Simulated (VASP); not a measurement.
Band structure of Tl (space group P6_3/mmc). All values below come from PBE GGA, VASP's PBE PAW potentials (set 64) (plane waves; VASP 6.6.1).

Unless said otherwise, spin-orbit coupling is left out, though it shifts the bands of the heavy elements here.

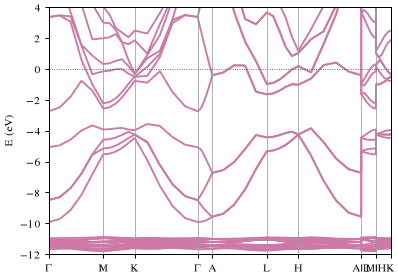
Bands along high-symmetry lines, zero at the valence-band maximum or, without a gap, the Fermi level

Task: Read the plot: is there a gap, and where are the band edges?

Result: It has no gap at this level: it comes out as a metal or semimetal.

The structure was generated: Tl was put into an ordered model structure, which need not be its known phase. The cell was not relaxed at this level. The k-mesh is coarse (spacing up to 0.30 per Å, 2π included), so the numbers may not be converged in it.
